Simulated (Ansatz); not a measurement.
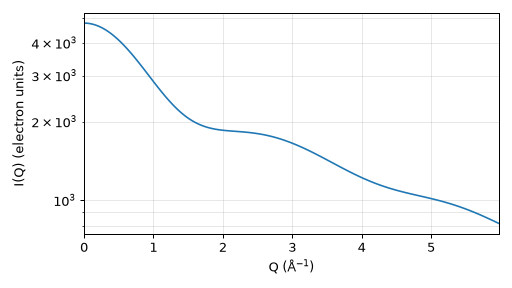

Elastic X-ray scattering of a randomly oriented, rigid molecule, calculated with the Debye equation from neutral-atom form factors (independent atoms, no Compton part, no vibration). The geometry is the end point of an optimisation (UKS PBE0/def2-SVP in Ansatz 0.2.0); it may be a saddle point or a higher isomer. It contains Si, Sb, H.

> How many electrons does the independent-atom model of the molecule hold?

I(0) is the square of the electron number: I(0) = 4760, so about 69 electrons, the count of H4SbSi.

> What radius of gyration does the initial fall-off give?

From I(Q) ≈ I(0) exp(−Q²R²/3) at small Q, R ≈ 1.37 Å. It is larger than the electron-weighted radius of the nuclear positions alone (1.21 Å), because each atom's electron cloud adds to it.
